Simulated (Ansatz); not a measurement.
**CH6SSi: reading failed and doubtful runs**

Aim: try 3 inputs for CH6SSi as typed, read how each ends, and find what has to change.

The runs use Ansatz 0.2.0, Gaussian basis; the settings change from run to run.

### Step 1. The molecule

The structure was relaxed beforehand with PBE0-D4 in a triple-zeta def2 set.

SMILES `CS[SiH3]`, 9 atoms, charge 0, spin multiplicity 1.

Atoms are counted from 1 here; the program's logs count them from 0.

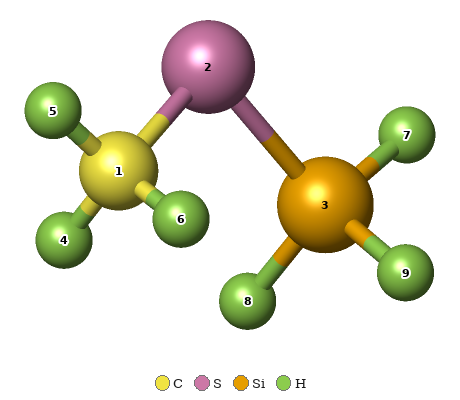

The structure; carbon yellow, sulfur pink, silicon amber, hydrogen green; atoms are numbered from 1 in the order of the file.

Coordinates:

```mol
CH6SSi
  3D, bonds by distance, orders not assigned

  9  8  0  0  0  0  0  0  0  0999 V2000
   -0.6893    1.0183   -0.8881 C   0  0
    1.0215    0.4291   -0.7303 S   0  0
    0.7486   -0.9866    0.8297 Si  0  0
   -1.3593    0.2069   -1.1723 H   0  0
   -0.6917    1.7699   -1.6769 H   0  0
   -1.0332    1.4783    0.0383 H   0  0
    2.0813   -1.5818    1.0927 H   0  0
   -0.2160   -2.0464    0.4288 H   0  0
    0.2269   -0.3339    2.0610 H   0  0
  1  2  8  0
  2  3  8  0
  1  4  8  0
  1  5  8  0
  1  6  8  0
  3  7  8  0
  3  8  8  0
  3  9  8  0
M  END
```

### Step 2. Try 1

Input file in.yaml:

```yaml
crystal:
  periodic: [false, false, false]
  atoms:
    - {symbol: C, position_ang: [-0.668042, 0.979209, -0.966835]}
    - {symbol: S, position_ang: [1.061697, 0.446041, -0.800684]}
    - {symbol: Si, position_ang: [0.656421, -0.932257, 0.825815]}
    - {symbol: H, position_ang: [-1.453850, 0.113315, -1.246007]}
    - {symbol: H, position_ang: [-0.659507, 1.887978, -1.713346]}
    - {symbol: H, position_ang: [-1.169831, 1.432609, 0.035707]}
    - {symbol: H, position_ang: [2.141768, -1.557732, 0.950353]}
    - {symbol: H, position_ang: [-0.126428, -2.028178, 0.187470]}
    - {symbol: H, position_ang: [0.194945, -0.351899, 2.238649]}
basis:
  gaussian: {orbitals: cc-pVTZ-DK}
hamiltonian: {xc: {name: HF}}
accuracy: high
relax: {f_tol: 0.001, max_steps: 3}
```

Run with:

```console
ansatz run in.yaml --threads 4 --pin off --events-out ev --progress --plain --max-ram 10444MiB
```

Log:

```text
Functional definition: HF
  name "HF"
  cite "Fock, Z. Phys. 61, 126 (1930) doi:10.1007/BF01340294"
  parent pbe
  exchange = exact_x
  correlation = 0
3564 factors; integrals over basis functions are off by at most 2.2e-9 eV
mean field evaluation 1: about -19849.9953 eV, gradient 1.8e1 eV
mean field evaluation 2: about -19850.3223 eV, gradient 1.8e1 eV
mean field evaluation 4: about -19851.7498 eV, gradient 2.7e0 eV
mean field evaluation 8: about -19851.7794 eV, gradient 1.9e-1 eV
mean field evaluation 16: about -19851.7796 eV, gradient 1.8e-7 eV
mean field -19851.77962834 eV, -729.5394453221 hartree, gradient 1.2e-8 eV, S^2 0.000000; 0 other end points of the search recorded, 0 dependent functions left out
the calculation of the forces begins
reference -19851.77962834 eV, -729.5394453221 hartree; 21, 21 occupied and 161, 161 virtual orbitals, 3564 factors
relax step   1: F+E_penalty+E_count = -19851.77962834 eV  Δ(F+E_penalty+E_count) = +0.000e0 eV  max|allowed force component| = 3.506e0 eV/Å  Δτ_max = 0.0000 Å  (61 SCF iters, accepted)
these checks for a lower state are left out or cut short: starts, cluster_reference, orbital_swaps, neighbouring_geometries, increment
3576 factors; integrals over basis functions are off by at most 2.9e-9 eV
mean field -19852.91044066 eV, -729.5810019082 hartree, gradient 6.1e-8 eV, S^2 0.000000; 0 other end points of the search recorded, 0 dependent functions left out
the calculation of the forces begins
reference -19852.91044066 eV, -729.5810019082 hartree; 21, 21 occupied and 161, 161 virtual orbitals, 3576 factors
relax step   2: F+E_penalty+E_count = -19852.91044066 eV  Δ(F+E_penalty+E_count) = -1.131e0 eV  max|allowed force component| = 1.431e0 eV/Å  Δτ_max = 0.1969 Å  (59 SCF iters, accepted)
these checks for a lower state are left out or cut short: starts, cluster_reference, orbital_swaps, neighbouring_geometries, increment
3575 factors; integrals over basis functions are off by at most 3.2e-9 eV
mean field evaluation 32: about -19852.5600 eV, gradient 4.5e0 eV
mean field -19853.01208291 eV, -729.5847371920 hartree, gradient 6.4e-8 eV, S^2 0.000000; 0 other end points of the search recorded, 0 dependent functions left out
the calculation of the forces begins
reference -19853.01208291 eV, -729.5847371920 hartree; 21, 21 occupied and 161, 161 virtual orbitals, 3575 factors
relax step   3: F+E_penalty+E_count = -19853.01208291 eV  Δ(F+E_penalty+E_count) = -1.016e-1 eV  max|allowed force component| = 5.547e-1 eV/Å  Δτ_max = 0.0685 Å  (60 SCF iters, accepted)
Error: geometry relaxation did not converge after 3 steps: max|allowed force component| = 5.55e-1 eV/Å (threshold 1.0e-3). Raise `relax.max_steps` over both its present limit and 3, loosen `relax.f_tol`, or start from a geometry closer to equilibrium. Where this run's directory can be resumed (`checkpoint.write`), a resume goes on for up to `relax.max_steps` more
```

It took 20 s on 4 threads of Arm Neoverse V2, shared host; peak memory 1 GiB.

Diagnosis: It stopped unconverged. The relaxation is allowed too few steps for its threshold. The start was also shaken off the relaxed geometry, so there is far to go. Fix: raise relax.max_steps.

### Step 3. Try 2

Input file in.yaml:

```yaml
crystal:
  periodic: [false, false, false]
  atoms:
    - {symbol: C, position_ang: [-0.689302, 1.018261, -0.888089]}
    - {symbol: S, position_ang: [1.021467, 0.429146, -0.730313]}
    - {symbol: Si, position_ang: [0.748583, -0.986597, 0.829700]}
    - {symbol: H, position_ang: [-1.359333, 0.206856, -1.172293]}
    - {symbol: H, position_ang: [-0.691676, 1.769919, -1.676857]}
    - {symbol: H, position_ang: [-1.033246, 1.478296, 0.038273]}
    - {symbol: H, position_ang: [2.081281, -1.581821, 1.092742]}
    - {symbol: H, position_ang: [-0.216046, -2.046390, 0.428823]}
    - {symbol: H, position_ang: [0.226870, -0.333868, 2.061015]}
basis:
  gaussian: {orbitals: ANO-RCC-VTZP}
hamiltonian: {xc: {name: PBE0}, dispersion: d2}
```

Same command.

Log:

```text
Error: YAML parse error: error: line 15 column 45: hamiltonian.dispersion: `d2` is not `none`, `rvv10`, `d3bj`, `d3bjatm`, `d4` or a map `{method: …, s8: …, a1: …, a2_bohr: …}` (numbers without units, a2 in bohr) or `{method: …, functional: …}`
  --> <input>:15:45
   |
13 | basis:
14 |   gaussian: {orbitals: ANO-RCC-VTZP}
15 | hamiltonian: {xc: {name: PBE0}, dispersion: d2}
   |                                             ^ hamiltonian.dispersion: `d2` is not `none`, `rvv10`, `d3bj`, `d3bjatm`, `d4` or a map `{method: …, s8: …, a1: …, a2_bohr: …}` (numbers without units, a2 in bohr) or `{method: …, functional: …}`
```

It took 0.05 s on 4 threads of Arm Neoverse V2, shared host.

Diagnosis: Refused before any calculation. d2 isn't among the dispersion terms that the program offers. Cure: name d3bj, d3bjatm, d4 or rvv10, or leave the key out.

### Step 4. Try 3

Input file in.yaml:

```yaml
crystal:
  periodic: [false, false, false]
  atoms:
    - {symbol: C, position_ang: [-0.689302, 1.018261, -0.888089]}
    - {symbol: S, position_ang: [1.021467, 0.429146, -0.730313]}
    - {symbol: Si, position_ang: [0.748583, -0.986597, 0.829700]}
    - {symbol: H, position_ang: [-1.359333, 0.206856, -1.172293]}
    - {symbol: H, position_ang: [-0.691676, 1.769919, -1.676857]}
    - {symbol: H, position_ang: [-1.033246, 1.478296, 0.038273]}
    - {symbol: H, position_ang: [2.081281, -1.581821, 1.092742]}
    - {symbol: H, position_ang: [-0.216046, -2.046390, 0.428823]}
    - {symbol: H, position_ang: [0.226870, -0.333868, 2.061015]}
basis:
  gaussian: {orbitals: def2-TZVP}
hamiltonian: {xc: {name: wB97X-D}}
scf: {lower_state_search: full}
output: {forces: true}
```

Same command.

Log:

```text
Error: YAML parse error: error: line 15 column 19: hamiltonian.xc: no functional is named "wB97X-D"; the names, which are not case-sensitive, are SVWN5, SPW92, PBE, PBE0, PBEsol, revPBE, revPBE0, RPBE, rPW86-PBE, HSE06, wPBEh, LC-wPBE, HISS, HF, BLYP, B3LYP, B3LYP5, BHLYP, CAM-B3LYP, r2SCAN, r2SCANh, r2SCAN0, r2SCAN50, m-r2SCAN, B97, wB97, wB97X, wB97X-V, B97M-V, wB97M-V, B2PLYP, B2GP-PLYP, PBE0-DH, PBE-QIDH
  --> <input>:15:19
   |
13 | basis:
14 |   gaussian: {orbitals: def2-TZVP}
15 | hamiltonian: {xc: {name: wB97X-D}}
   |                   ^ hamiltonian.xc: no functional is named "wB97X-D"; the names, which are not case-sensitive, are SVWN5, SPW92, PBE, PBE0, PBEsol, revPBE, revPBE0, RPBE, rPW86-PBE, HSE06, wPBEh, LC-wPBE, HISS, HF, BLYP, B3LYP, B3LYP5, BHLYP, CAM-B3LYP, r2SCAN, r2SCANh, r2SCAN0, r2SCAN50, m-r2SCAN, B97, wB97, wB97X, wB97X-V, B97M-V, wB97M-V, B2PLYP, B2GP-PLYP, PBE0-DH, PBE-QIDH
16 | scf: {lower_state_search: full}
17 | output: {forces: true}
   |
```

Wall time 0.05 s (4 threads of Arm Neoverse V2, shared host).

**Diagnosis.** The program refused the input. The method's name isn't one that the program takes here. Cure: name a functional that the program knows.

### Step 5. Summary

| try | level | ended | cause | time |
| --- | --- | --- | --- | --- |
| 1 | HF/cc-pVTZ-DK | not converged | the relaxation is allowed too few steps for its threshold | 20 s |
| 2 | PBE0/ANO-RCC-VTZP | refused | d2 isn't among the dispersion terms that the program offers | 0.05 s |
| 3 | wB97X-D/def2-TZVP | refused | the method's name isn't one that the program takes here | 0.05 s |

In words: 1 not converged, 2 refused. A refusal costs next to no computing time.
